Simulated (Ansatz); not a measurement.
# A vacancy of Te at several sites of Σ7 (111) twist boundary in a CdSe-CdTe solid solution (84 atoms)

Aim: make a vacancy of Te at several sites of Σ7 (111) twist boundary in a CdSe-CdTe solid solution (84 atoms), relax each, and compare their energies.

Method: Kohn-Sham DFT, PBE, PAW (set soft_2, large core), plane waves, in Ansatz 0.2.0.

**1. The structure**

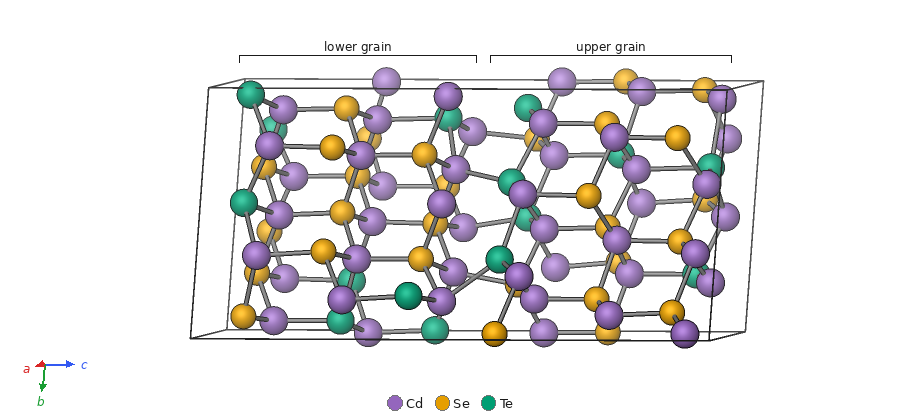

The cell as given, from the side, with the c axis across the page (cadmium purple, selenium orange, tellurium teal). Some periodic images of atoms are drawn too.

The cell holds 84 atoms: 42 Cd, 27 Se and 15 Te. Its edges and angles: a = 11.631 Å, b = 11.631 Å, c = 21.369 Å, α = 90.0°, β = 90.0°, γ = 60.0°. It derives from CdSe and CdTe. Zinc-blende CdSe lattice (a = 6.2172 Å, the value set for the mixture); two grains turned against each other by 81.79 deg about [111]; 1 x 1 coincidence cells, 1 lattice periods a grain, two boundaries a cell, upper grain shifted by [0.351, 0.277] of the boundary cell and opened by 0 Å, no atom removed; 15 of 42 Se sites given to Te at random (lattice constant by Vegard's rule between CdSe and CdTe); annealed from 300 K for 3 ps and minimised with a classical potential (one cell length free). Regions: lower grain, 42 atoms (21 Cd, 13 Se and 8 Te); upper grain, 42 atoms (21 Cd, 7 Te and 14 Se).

Limits known from the start: The Brillouin zone is sampled at Γ only, in a cell whose shortest periodic width is 10 Å. The levels lack spin–orbit coupling, which is large for the heavy elements here.

**2. Single point at the start**

The forces at the start show how far the geometry lies from a minimum of this functional.

input.yaml

```yaml
crystal:
  lattice:
    - [11.63132, 0.0, 0.0]
    - [5.81566, 10.07302, 0.0]
    - [0.0, 0.0, 21.36885]
  atoms:
    - { symbol: Cd, position: [0.55416, 0.33786, 0.44334] }
    - { symbol: Se, position: [0.52012, 0.33185, 0.07082] }
    - { symbol: Cd, position: [0.70188, 0.09717, 0.11277] }
    - { symbol: Se, position: [0.71711, 0.09013, 0.2353] }
    - { symbol: Cd, position: [0.13878, 0.58486, 0.43745] }
    - { symbol: Se, position: [0.11909, 0.60297, 0.06259] }
    - { symbol: Cd, position: [0.16432, 0.78926, 0.10178] }
    - { symbol: Te, position: [0.15311, 0.79699, 0.23049] }
    - { symbol: Cd, position: [0.21906, 0.19906, 0.44727] }
    - { symbol: Te, position: [0.2263, 0.19387, 0.06355] }
    - { symbol: Cd, position: [0.2905, 0.37775, 0.11397] }
    - { symbol: Se, position: [0.29485, 0.37408, 0.23707] }
    - { symbol: Cd, position: [0.35419, 0.55431, 0.27598] }
    - { symbol: Se, position: [0.36314, 0.5608, 0.39815] }
    - { symbol: Cd, position: [0.48508, 0.14333, 0.28081] }
    - { symbol: Te, position: [0.48698, 0.1346, 0.41734] }
    - { symbol: Cd, position: [0.69534, 0.85827, 0.44403] }
    - { symbol: Se, position: [0.65287, 0.92271, 0.06096] }
    - { symbol: Cd, position: [0.82432, 0.46512, 0.43946] }
    - { symbol: Te, position: [0.80322, 0.46499, 0.05664] }
    - { symbol: Cd, position: [0.86194, 0.67213, 0.09224] }
    - { symbol: Se, position: [0.86546, 0.65505, 0.22092] }
    - { symbol: Cd, position: [0.90272, 0.84605, 0.2659] }
    - { symbol: Te, position: [0.9273, 0.8285, 0.39525] }
    - { symbol: Cd, position: [0.95388, 0.03173, 0.44593] }
    - { symbol: Te, position: [0.95093, 0.02849, 0.06487] }
    - { symbol: Cd, position: [0.99291, 0.22985, 0.11126] }
    - { symbol: Se, position: [0.00214, 0.23581, 0.23305] }
    - { symbol: Cd, position: [0.05382, 0.42376, 0.27025] }
    - { symbol: Se, position: [0.05579, 0.42339, 0.39458] }
    - { symbol: Cd, position: [0.4032, 0.75221, 0.44278] }
    - { symbol: Se, position: [0.39415, 0.75854, 0.0634] }
    - { symbol: Cd, position: [0.43238, 0.94781, 0.10497] }
    - { symbol: Te, position: [0.43922, 0.94593, 0.23414] }
    - { symbol: Cd, position: [0.56444, 0.52173, 0.10995] }
    - { symbol: Se, position: [0.58426, 0.51004, 0.23262] }
    - { symbol: Cd, position: [0.63855, 0.69323, 0.27052] }
    - { symbol: Se, position: [0.6353, 0.69218, 0.39406] }
    - { symbol: Cd, position: [0.77175, 0.275, 0.27374] }
    - { symbol: Se, position: [0.78531, 0.27095, 0.39686] }
    - { symbol: Cd, position: [0.18871, 0.00264, 0.27214] }
    - { symbol: Te, position: [0.19429, 0.9919, 0.40084] }
    - { symbol: Cd, position: [0.56429, 0.05308, 0.94751] }
    - { symbol: Te, position: [0.54171, 0.09205, 0.5731] }
    - { symbol: Cd, position: [0.95987, 0.97469, 0.93581] }
    - { symbol: Se, position: [0.96461, 0.97745, 0.56929] }
    - { symbol: Cd, position: [0.7347, 0.14533, 0.61798] }
    - { symbol: Se, position: [0.73504, 0.14703, 0.74087] }
    - { symbol: Cd, position: [0.41246, 0.79036, 0.94038] }
    - { symbol: Se, position: [0.39155, 0.80149, 0.56747] }
    - { symbol: Cd, position: [0.16467, 0.00139, 0.60907] }
    - { symbol: Se, position: [0.16467, 0.99828, 0.73219] }
    - { symbol: Cd, position: [0.93003, 0.19294, 0.77079] }
    - { symbol: Se, position: [0.93957, 0.19492, 0.89318] }
    - { symbol: Cd, position: [0.83467, 0.65909, 0.9364] }
    - { symbol: Te, position: [0.81345, 0.68619, 0.55818] }
    - { symbol: Cd, position: [0.57247, 0.85222, 0.61393] }
    - { symbol: Se, position: [0.5921, 0.85126, 0.73543] }
    - { symbol: Cd, position: [0.35899, 0.03151, 0.77745] }
    - { symbol: Se, position: [0.37018, 0.02391, 0.89977] }
    - { symbol: Cd, position: [0.22624, 0.53417, 0.94717] }
    - { symbol: Te, position: [0.22829, 0.53986, 0.56602] }
    - { symbol: Cd, position: [0.99618, 0.74692, 0.61056] }
    - { symbol: Se, position: [0.01023, 0.72362, 0.7326] }
    - { symbol: Cd, position: [0.7773, 0.9081, 0.7746] }
    - { symbol: Se, position: [0.79158, 0.89581, 0.89672] }
    - { symbol: Cd, position: [0.71983, 0.38654, 0.94071] }
    - { symbol: Te, position: [0.66588, 0.38412, 0.56072] }
    - { symbol: Cd, position: [0.43215, 0.57806, 0.61389] }
    - { symbol: Se, position: [0.44727, 0.56995, 0.73702] }
    - { symbol: Cd, position: [0.20612, 0.763, 0.76869] }
    - { symbol: Te, position: [0.20248, 0.76474, 0.89735] }
    - { symbol: Cd, position: [0.88316, 0.42305, 0.59873] }
    - { symbol: Se, position: [0.87669, 0.4286, 0.7253] }
    - { symbol: Cd, position: [0.64194, 0.61379, 0.77006] }
    - { symbol: Se, position: [0.64591, 0.61795, 0.89245] }
    - { symbol: Cd, position: [0.13905, 0.22634, 0.93443] }
    - { symbol: Se, position: [0.12832, 0.22946, 0.56569] }
    - { symbol: Cd, position: [0.29564, 0.29026, 0.61322] }
    - { symbol: Te, position: [0.30842, 0.28456, 0.74208] }
    - { symbol: Cd, position: [0.05366, 0.4875, 0.77168] }
    - { symbol: Se, position: [0.06466, 0.47098, 0.89432] }
    - { symbol: Cd, position: [0.50517, 0.3365, 0.78831] }
    - { symbol: Te, position: [0.50353, 0.32673, 0.93126] }
kpoints:
  mp_grid: { grid: [1, 1, 1] }
hamiltonian:
  xc: pbe
  pseudopotentials: { kind: paw, core: large }
scf:
  occupations: { method: fermi_dirac, width: 0.025 }
output:
  forces: true
```

On the command line:

```bash
ansatz run input.yaml --threads 4 --pin off --max-ram 8192MiB --backend cpu --events-out ev --progress --plain --runs-dir out
```

Numbers of over 12 decimals in the logs are rounded to 6 here.

The program printed:

```text
Engine: ansatz 0.2.0, aarch64-unknown-linux-gnu
Pseudopotentials: kind: paw
Pseudopotential: Cd, paw, valence charge 20, recommended cutoff 420 eV (normal), Cd.paw.azcp
Pseudopotential: Se, paw, valence charge 6, recommended cutoff 420 eV (normal), Se.paw.azcp#standard-large-core
Pseudopotential: Te, paw, valence charge 6, recommended cutoff 420 eV (normal), Te.paw.azcp#standard-large-core
[... 5 lines on functional and potentials left out ...]
Crystal: 84 atoms, lattice volume = 2503.628 Å³
Basis set: ecut = 420 eV, 49013 PW (Γ), exchange–correlation on 160×160×288 points (8 copies of the dense FFT grid, shifted against one another)
Bands: 630, of which v1, the nominal top of the filled ones, is band 546 counted from 1 (545 counted from 0)
Symmetry: 1 space group operations
Space group: P1 (ITA 1), of the structure as read, at distance tolerance 1.4e-4 Å
k-points: 1
[... 7 lines on functional and potentials left out ...]
Initial density: superposition of atomic densities (chi_scale 0.1, normalization cell, long waves kept (reshape's long-wave potential 0.44 eV rms))
Initial wavefunctions: pseudopotential atomic-orbital guess
Functional: x = pbe(κ = 0.804, μ = 0.219515), c = pbe(β = 0.066725)
SCF iter   1: F=—  HF=-490520.030958 eV  |F-HF|=—  |Δ(HF+E_count)|=         —  Δρ=2.24e-2  dr2=3.18e1  ethr=3.10e-3  ⟨swp⟩=7.0  Hψ=2293  notcnv=0  defer=46
preconditioner: auto → LDOS  [insulator: Δε(μ)=0.231 eV  Ē_g=10.387 eV  σ=0.025 eV  W_gap=0.98  n_scr=562 (ndim 8)  ℏωp=20.4 eV  f_vac=0.062  D(μ)=1.56/eV (n_scr^D=2)  ε∞_Penn≈4.9  β→1.0]
SCF iter   2: F=—  HF=-490562.525135 eV  |F-HF|=—  |Δ(HF+E_count)|=    4.25e1  Δρ=3.77e-2  dr2=8.28e2  ethr=2.92e-3  ⟨swp⟩=5.0  Hψ=1133  notcnv=0  defer=76  recentre
SCF iter   3: F=—  HF=-490516.505109 eV  |F-HF|=—  |Δ(HF+E_count)|=    4.60e1  Δρ=1.37e-2  dr2=1.09e1  ethr=2.92e-3  ⟨swp⟩=4.0  Hψ=1183  notcnv=0  defer=69
SCF iter   4: F=—  HF=-490515.114870 eV  |F-HF|=—  |Δ(HF+E_count)|=    1.39e0  Δρ=5.19e-3  dr2=6.09e0  ethr=9.95e-4  ⟨swp⟩=3.0  Hψ=869  notcnv=0  defer=76
SCF iter   5: F=—  HF=-490514.561886 eV  |F-HF|=—  |Δ(HF+E_count)|=   5.53e-1  Δρ=2.22e-3  dr2=8.53e-1  ethr=5.58e-4  ⟨swp⟩=4.0  Hψ=944  notcnv=0  defer=76
SCF iter   6: F=—  HF=-490514.396212 eV  |F-HF|=—  |Δ(HF+E_count)|=   1.66e-1  Δρ=1.14e-3  dr2=9.39e-2  ethr=7.81e-5  ⟨swp⟩=3.0  Hψ=859  notcnv=0  defer=76
SCF iter   7: F=—  HF=-490514.392330 eV  |F-HF|=—  |Δ(HF+E_count)|=   3.88e-3  Δρ=5.09e-4  dr2=3.12e-2  ethr=8.60e-6  ⟨swp⟩=3.0  Hψ=929  notcnv=0  defer=76
SCF iter   8: F=—  HF=-490514.387992 eV  |F-HF|=—  |Δ(HF+E_count)|=   4.34e-3  Δρ=1.88e-4  dr2=3.65e-3  ethr=2.86e-6  ⟨swp⟩=3.0  Hψ=720  notcnv=0  defer=76
SCF iter   9: F=—  HF=-490514.387724 eV  |F-HF|=—  |Δ(HF+E_count)|=   2.69e-4  Δρ=8.72e-5  dr2=7.48e-4  ethr=3.34e-7  ⟨swp⟩=3.0  Hψ=940  notcnv=0  defer=76
SCF iter  10: F=—  HF=-490514.387618 eV  |F-HF|=—  |Δ(HF+E_count)|=   1.05e-4  Δρ=3.55e-5  dr2=6.57e-5  ethr=6.85e-8  ⟨swp⟩=3.0  Hψ=957  notcnv=0  defer=76
SCF iter  11: F=—  HF=-490514.390056 eV  |F-HF|=—  |Δ(HF+E_count)|=   2.44e-3  Δρ=1.25e-5  dr2=9.54e-6  ethr=6.02e-9  ⟨swp⟩=3.0  Hψ=1017  notcnv=0  defer=76
SCF iter  12: F=—  HF=-490514.390056 eV  |F-HF|=—  |Δ(HF+E_count)|=   1.64e-7  Δρ=5.63e-6  dr2=1.22e-6  ethr=8.73e-10  ⟨swp⟩=3.0  Hψ=956  notcnv=0  defer=76
SCF iter  13: F=—  HF=-490514.390056 eV  |F-HF|=—  |Δ(HF+E_count)|=   5.20e-7  Δρ=2.23e-6  dr2=2.46e-7  ethr=1.12e-10  ⟨swp⟩=3.0  Hψ=968  notcnv=0  defer=76
SCF iter  14: F=-490514.390057 eV  HF=-490514.390057 eV  |F-HF|=8.73e-10  |Δ(HF+E_count)|=   3.43e-8  Δρ=7.84e-7  dr2=2.03e-8  ethr=9.16e-12  ⟨swp⟩=5.0  Hψ=2162  notcnv=0
SCF 1 converged in 14 iterations: F = -490514.390057 eV  dr2 = 2.03e-8
  greatest PAW one-centre occupation: 1.000 electrons in one spin orbital (limit 2), on the Cd atom at site 78 (counted from 0), in its partial waves of l = 0
SCF converged after 14 iterations
Free energy (F): -490514.390057 eV
Harris-Foulkes:  -490514.390057 eV  (|F-HF|=8.73e-10)
Internal energy: -490514.375017 eV  (E = F + TS)
E sigma→0 (E₀):  -490514.382537 eV
Entropy (-TS):   -0.015040 eV (-0.179 meV/atom)
Fermi energy:    6.963984 eV
--- Per-component energies (eV) ---
  E_band       = -22108.055658
  E_kinetic    = 24943.506071
  E_local      = -178785.663152  (includes V_loc(G=0)·N_el)
  E_nonlocal   = 3420.400410
  E_hartree    = 81998.268049
  E_xc         = -17873.133466
  E_vxc        = -12751.141452  (∫ρ·V_xc dr)
  E_paw        = -297582.760467  (= ΣΔE_a)
  E_vpaw       = -22931.705289  (= ΣTr[D̂ρ^β])
  E_aug_tail   = 0.000579  (compensation charges beyond the density's cutoff)
  E_ewald      = -106634.993040
  E_smearing   = -0.015040  (= −TS)
  E_closure    = -0.000000  (closes the sum)
  Σ components = -490514.390057   (vs F -490514.390057, Δ=0.00e0)
--- Forces (eV/Å), atoms counted from 1 ---
  atom   1  Cd    -0.22013179    -0.13925002     0.18372502
  atom   2  Se     0.08574677     0.01991904     0.30087804
  atom   3  Cd    -0.03259156     0.15368425     0.10088041
  atom   4  Se     0.09254155     0.04582790     0.14487142
  atom   5  Cd    -0.07426066    -0.08495834     0.23204362
  atom   6  Se    -0.47305130     0.14081398    -0.21251203
  atom   7  Cd     0.17802873    -0.03751353    -0.06955687
  atom   8  Te     0.03280943    -0.06599625     0.07675318
  atom   9  Cd     0.25115030    -0.11408700     0.15819468
  atom  10  Te     0.34128713     0.03090852    -0.37043864
  atom  11  Cd    -0.01125784    -0.13370388     0.13152349
  atom  12  Se    -0.04485467    -0.04603835     0.13055009
  atom  13  Cd     0.00943352     0.00737481    -0.06388512
  atom  14  Se     0.08264469    -0.03074121     0.07329582
[...]
atom  83  Cd    -0.00702093    -0.00404621     0.28986770
  atom  84  Te     0.05936290    -0.00424458    -0.81526532
  max |Σ_I F_I| component: 1.61e-5 eV/Å
```

Wall time 61 s (4 threads of Arm Neoverse V2, shared host); peak memory 3.9 GiB.

The column dr2 measures how far the density is from self-consistency, as an energy; F and HF (Harris–Foulkes) agree once it is small.

The program notes that potentials were chosen by core size.

The r.m.s. force at the start is 0.17 eV/Å.

**3. Relaxation**

The atoms are relaxed in the fixed cell, aiming at the force tolerance of the input.

input.yaml

```yaml
crystal:
  lattice:
    - [11.63132, 0.0, 0.0]
    - [5.81566, 10.07302, 0.0]
    - [0.0, 0.0, 21.36885]
  atoms:
    [... the 84 atom lines of step 2 ...]
kpoints:
  mp_grid: { grid: [1, 1, 1] }
hamiltonian:
  xc: pbe
  pseudopotentials: { kind: paw, core: large }
scf:
  occupations: { method: fermi_dirac, width: 0.025 }
output:
  forces: true
relax:
  f_tol: 0.05
  max_steps: 120
```

The program printed:

```text
[...]
Crystal: 84 atoms, lattice volume = 2503.628 Å³
Basis set: ecut = 420 eV, 49013 PW (Γ), exchange–correlation on 160×160×288 points (8 copies of the dense FFT grid, shifted against one another)
Bands: 656, of which v1, the nominal top of the filled ones, is band 546 counted from 1 (545 counted from 0)
Symmetry: 1 space group operations
[...]
k-points: 1
[...]
SCF iter   1: F=—  HF=-490520.043595 eV  |F-HF|=—  |Δ(HF+E_count)|=         —  Δρ=2.24e-2  dr2=3.18e1  ethr=3.10e-3  ⟨swp⟩=7.0  Hψ=2427  notcnv=0  defer=63
[...]
SCF iter  10: F=—  HF=-490514.390047 eV  |F-HF|=—  |Δ(HF+E_count)|=   5.11e-5  Δρ=3.43e-5  dr2=6.60e-5  ethr=6.86e-8  ⟨swp⟩=3.0  Hψ=993  notcnv=0  defer=102
SCF iter  11: F=-490514.390052 eV  HF=-490514.390056 eV  |F-HF|=3.90e-6  |Δ(HF+E_count)|=   8.23e-6  Δρ=1.21e-5  dr2=8.43e-6  ethr=5.72e-9  ⟨swp⟩=5.0  Hψ=1924  notcnv=0
SCF 1 converged in 11 iterations: F = -490514.390052 eV  dr2 = 8.43e-6
[...]
relax step   1: F+E_penalty+E_count = -490514.39005169 eV  Δ(F+E_penalty+E_count) = +0.000e0 eV  max|allowed force component| = 8.154e-1 eV/Å  Δτ_max = 0.0000 Å  (11 SCF iters, dr2 threshold 6.25e-5 eV, accepted)
[...]
relax step   2: F+E_penalty+E_count = -490514.95871924 eV  Δ(F+E_penalty+E_count) = -5.687e-1 eV  max|allowed force component| = 3.830e-1 eV/Å  Δτ_max = 0.1955 Å  (7 SCF iters, dr2 threshold 4.16e-5 eV, accepted)
[...]
relax step   3: F+E_penalty+E_count = -490515.13715561 eV  Δ(F+E_penalty+E_count) = -1.784e-1 eV  max|allowed force component| = 1.364e-1 eV/Å  Δτ_max = 0.0836 Å  (7 SCF iters, dr2 threshold 9.17e-6 eV, accepted)
relax step   4: F+E_penalty+E_count = -490515.22426415 eV  Δ(F+E_penalty+E_count) = -8.711e-2 eV  max|allowed force component| = 2.170e-1 eV/Å  Δτ_max = 0.2000 Å  (9 SCF iters, accepted)
relax step   5: F+E_penalty+E_count = -490515.30266998 eV  Δ(F+E_penalty+E_count) = -7.841e-2 eV  max|allowed force component| = 2.149e-1 eV/Å  Δτ_max = 0.1924 Å  (6 SCF iters, dr2 threshold 5.97e-6 eV, accepted)
relax step   6: F+E_penalty+E_count = -490515.35060887 eV  Δ(F+E_penalty+E_count) = -4.794e-2 eV  max|allowed force component| = 4.313e-1 eV/Å  Δτ_max = 0.1836 Å  (6 SCF iters, dr2 threshold 4.53e-5 eV, accepted)
relax step   7: F+E_penalty+E_count = -490515.44911860 eV  Δ(F+E_penalty+E_count) = -9.851e-2 eV  max|allowed force component| = 1.685e-1 eV/Å  Δτ_max = 0.1992 Å  (5 SCF iters, dr2 threshold 1.00e-4 eV, accepted)
relax step   8: F+E_penalty+E_count = -490515.50265524 eV  Δ(F+E_penalty+E_count) = -5.354e-2 eV  max|allowed force component| = 1.236e-1 eV/Å  Δτ_max = 0.2000 Å  (7 SCF iters, dr2 threshold 4.33e-6 eV, accepted)
relax step   9: F+E_penalty+E_count = -490515.53023456 eV  Δ(F+E_penalty+E_count) = -2.758e-2 eV  max|allowed force component| = 1.174e-1 eV/Å  Δτ_max = 0.1069 Å  (9 SCF iters, accepted)
relax step  10: F+E_penalty+E_count = -490515.56050454 eV  Δ(F+E_penalty+E_count) = -3.027e-2 eV  max|allowed force component| = 6.700e-2 eV/Å  Δτ_max = 0.0956 Å  (6 SCF iters, dr2 threshold 7.42e-6 eV, accepted)
relax step  11: F+E_penalty+E_count = -490515.56994248 eV  Δ(F+E_penalty+E_count) = -9.438e-3 eV  max|allowed force component| = 1.602e-1 eV/Å  Δτ_max = 0.1268 Å  (8 SCF iters, accepted)
relax step  12: F+E_penalty+E_count = -490515.57893604 eV  Δ(F+E_penalty+E_count) = -8.994e-3 eV  max|allowed force component| = 2.850e-2 eV/Å  Δτ_max = 0.0471 Å  (5 SCF iters, dr2 threshold 8.36e-6 eV, accepted)
[...]
relax step  13: F+E_penalty+E_count = -490515.57893797 eV  Δ(F+E_penalty+E_count) = -1.935e-6 eV  max|allowed force component| = 2.841e-2 eV/Å  Δτ_max = 0.0000 Å  (4 SCF iters, accepted)
SCF converged after 4 iterations
Free energy (F): -490515.578938 eV
[...]
Internal energy: -490515.578309 eV  (E = F + TS)
E sigma→0 (E₀):  -490515.578623 eV
Entropy (-TS):   -0.000629 eV (-0.007 meV/atom)
Fermi energy:    6.793541 eV
[...]
Σ components = -490515.578938   (vs F -490515.578938, Δ=0.00e0)
--- Forces (eV/Å), atoms counted from 1 ---
  atom   1  Cd    -0.00315571     0.00819520     0.00013439
  atom   2  Se     0.01144929     0.00448594     0.01051891
  atom   3  Cd    -0.00602994     0.00623154    -0.00847383
  atom   4  Se     0.00030781    -0.00574409     0.00617782
[...]
atom  84  Te    -0.00456322    -0.01057885    -0.01586628
  max |Σ_I F_I| component: 2.66e-5 eV/Å
--- Relaxed structure (13 steps of the walk, 13 accepted, 0 SCFs on fresh bases) ---
  F+E_penalty+E_count = -490515.57893797 eV   max|allowed force component| = 2.841e-2 eV/Å
  atoms:
    - { symbol: Cd, position: [0.566340, 0.354954, 0.449378] }
    - { symbol: Se, position: [0.551804, 0.357890, 0.070294] }
    - { symbol: Cd, position: [0.707466, 0.120677, 0.120075] }
    - { symbol: Se, position: [0.725189, 0.117373, 0.242665] }
[...]
- { symbol: Te, position: [0.481812, 0.300558, 0.909310] }
```

Elapsed: 7.8 min, on 4 threads; peak memory 4 GiB.

The relaxation converged after 13 steps, 1.19 eV below its start, with a largest force component of 0.028 eV/Å.

(Continued in part 2 of 2.)

[Logs are printed without paths, hosts, clocks, repeated set-up lines and the standing remarks that a program may print on its own settings, such as how far it seeks lower states.]

[Hosts, paths, dates, database ids (printed as entryN), source tags and the programs' standing remarks are cut or masked in the printed files.]
